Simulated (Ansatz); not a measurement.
CO2 (Pa-3), computed twice by G0W0.

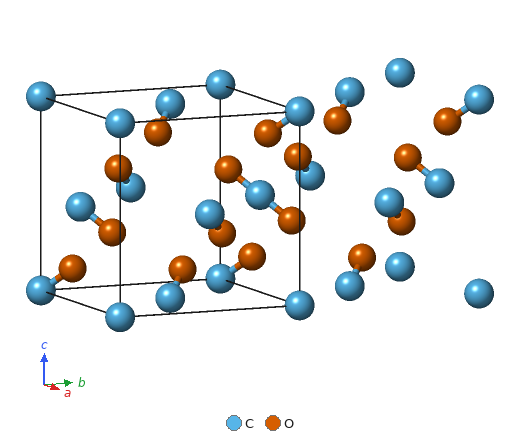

The structure (carbon blue, oxygen orange). Bonds to atoms that aren't drawn are left out. 1×2×1 cells are drawn. Some periodic images of atoms are drawn too.

It takes space group Pa-3 (No. 205, cubic). The conventional cell has a = 5.497 Å, b = 5.497 Å, c = 5.497 Å, α = 90.00°, β = 90.00°, γ = 90.00°. Nearest to C lie 2 O at 1.17 Å. O has 1 C at 1.17 Å nearest. Farther neighbours and most contacts between anions are not listed.

```
C O
1.0
     5.49707    0.00000    0.00000
     0.00000    5.49707    0.00000
     0.00000    0.00000    5.49707
C O
4 8
Cartesian
  0.0000 0.0000 0.0000
  2.7485 0.0000 2.7485
  2.7485 2.7485 0.0000
  0.0000 2.7485 2.7485
  0.6736 0.6736 0.6736
  2.0749 4.8235 3.4221
  3.4221 2.0749 4.8235
  4.8235 3.4221 2.0749
  4.8235 4.8235 4.8235
  3.4221 0.6736 2.0749
  2.0749 3.4221 0.6736
  0.6736 2.0749 3.4221
```

The cell and positions are those that the Materials Project relaxed with its own functionals (PBE, PBE+U or r2SCAN), kept fixed.

The first (Ansatz 0.2.0; start PBE, 4×4×4 mesh, 377 empty bands, screening to 100 eV, PAW set soft_1 files; 1 × NVIDIA H100 80GB HBM3 (shared by 3 runs) with 4 threads of AMD EPYC 7R13 (Zen 3), shared host) gave, on its mesh: starting gap 6.87 eV, G0W0 gap 10.42 eV, RPA ε∞ (mean) 1.95, 17 s.

The second changes start from PBE to PBEsol and mesh from 4×4×4 to 2×2×2. What does it give?

It gave: starting gap 6.79 eV, G0W0 gap 10.43 eV, RPA ε∞ (mean) 1.96, 9.1 s. The G0W0 gap moves by +0.01 eV, −0.08 eV from the start and +0.09 eV from the correction. Σc changes by +0.06 eV at the valence top and −0.06 eV at the conduction bottom, and Σx − Vxc between them by +0.21 eV.

Limits: not at the basis limit; coarse k mesh.

[Paths, hosts, dates, memory and timing lines, banners, echoed tables and standing remarks are left out of the program output.]

[Logs are printed without paths, hosts, clocks, repeated set-up lines and the standing remarks that a program may print on its own settings, such as how far it seeks lower states.]

[Runs of the session that timed out or met a known fault of the program may be left out.]

[Cells called generated may have been cut or substituted from an entry of the Crystallography Open Database or the Materials Project.]

[Hosts, paths, dates, database ids (printed as entryN), source tags and the programs' standing remarks are cut or masked in the printed files.]
